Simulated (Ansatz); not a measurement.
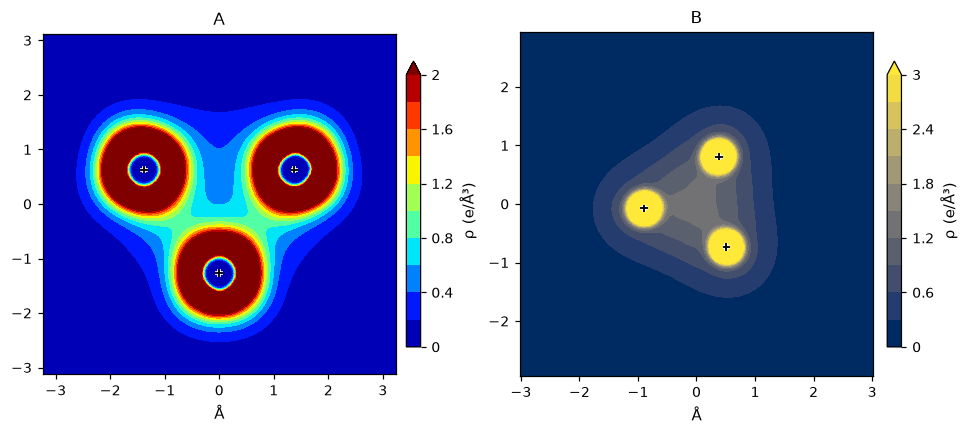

The total electron density of 2 systems, each on a plane through atoms (crosses mark nuclei in the plane).

Theory: RKS PBE0-D4/def2-TZVPD in Ansatz 0.2.0.

System 1: Ta₃ (charge −1), the molecular plane. Geometry: PBE-D4/def2-TZVPD; core potentials replace the inner electrons of Ta.

```xyz
3

Ta   -0.6220    1.3825    0.0719
Ta   -0.8307   -0.9512    0.0135
Ta    1.4526   -0.4313   -0.0854
```

System 2: B₃ (charge −1), the molecular plane. Geometry: PBE-D4/def2-TZVPD.

| atom | x (Å) | y (Å) | z (Å) |
| --- | --- | --- | --- |
| B | 0.4683 | 0.7624 | -0.0220 |
| B | 0.4252 | -0.7871 | -0.0217 |
| B | -0.8935 | 0.0247 | 0.0437 |

### Which map belongs to which system?

Panel A is system 1, Ta₃: the plane holds Ta. Ta–Ta (2.34 Å): the density is about 0.86 e/Å³ at the midpoint. Panel B is system 2, B₃: the plane holds B. B–B (1.55 Å): ρ at the midpoint is about 1.1 e/Å³.
